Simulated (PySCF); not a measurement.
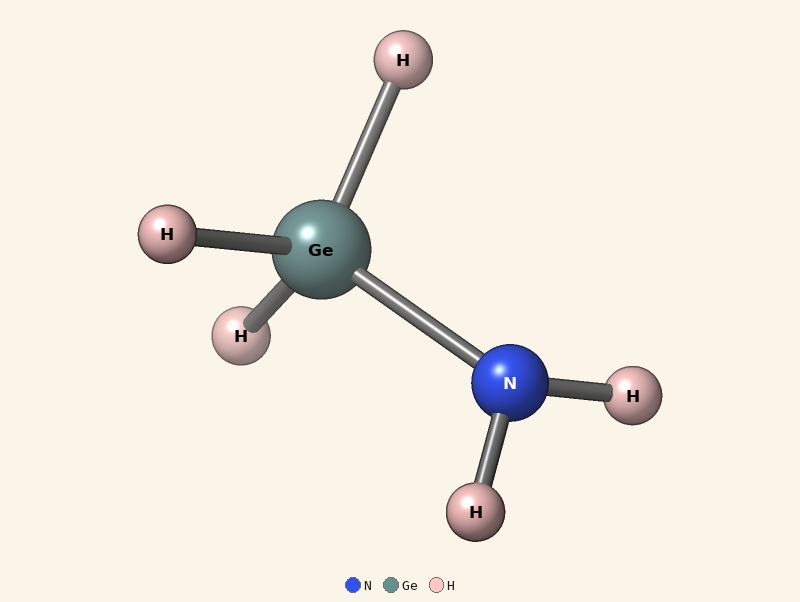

Depth is shown by fading: the farther an atom, the more it takes the colour of the background. Computed geometry: GFN2-xTB optimisation. No frequency run is at hand to confirm it as a minimum.

**Which symmetry elements does this geometry have?**

It has 1 mirror plane, so the point group is Cs. The group has 2 operations. The geometry is achiral, and symmetry allows a dipole moment.
